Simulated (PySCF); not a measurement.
C$_{2}$H$_{8}$GaN, SMILES `C[Ga](C)N`.

Computed with PySCF, PBE0/def2-SVPD, geometry: GFN2-xTB. No frequency check shows the geometry to be a minimum. GFN2-xTB bond lengths at metals and heavier atoms can be off by up to 0.1 Å and shapes distorted, which carries into these values.

Coordinates in Å:

```
C1       1.8371   -0.8844    0.0003
Ga2      0.0013   -0.0111   -0.0004
C3      -1.8213   -0.9122    0.0005
N4      -0.0187    1.8145    0.0002
H5       1.8429   -1.7970   -0.6002
H6       2.1353   -1.1557    1.0162
H7       2.5868   -0.1985   -0.4005
H8      -2.2427   -0.9272   -1.0078
H9      -2.5150   -0.3653    0.6434
H10     -1.7600   -1.9439    0.3535
H11     -0.8469    2.3960    0.0286
H12      0.7952    2.4156   -0.0263
```

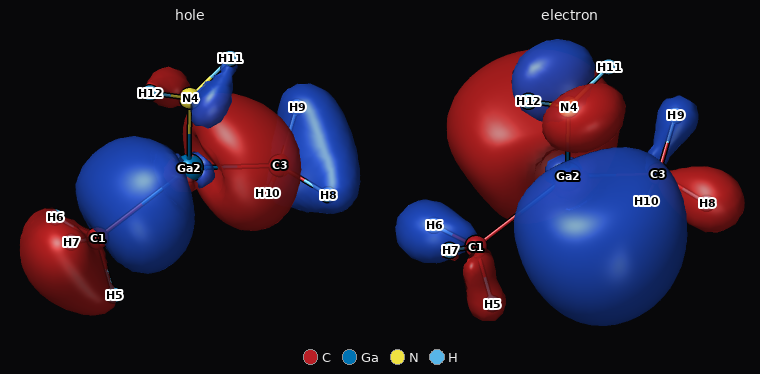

Leading natural transition orbital pair of S₂ (full linear response singlet states); the surfaces enclose about 78 % of each orbital's density.

**Give its energy and the atoms that hole and electron lie on.**

6.06 eV (205 nm), f = 0.002 (very weak); the leading pair carries 100 %; hole on C1 and C3 (28 % each) and Ga2 (23 %), electron on Ga2 (66 %), N4 (9 %) and C1 and C3 (6 % each); their centroids lie 0.5 Å apart. In canonical orbitals it is mainly HOMO−1 → LUMO+1 (95 %). The HOMO–LUMO gap is 6.99 eV.
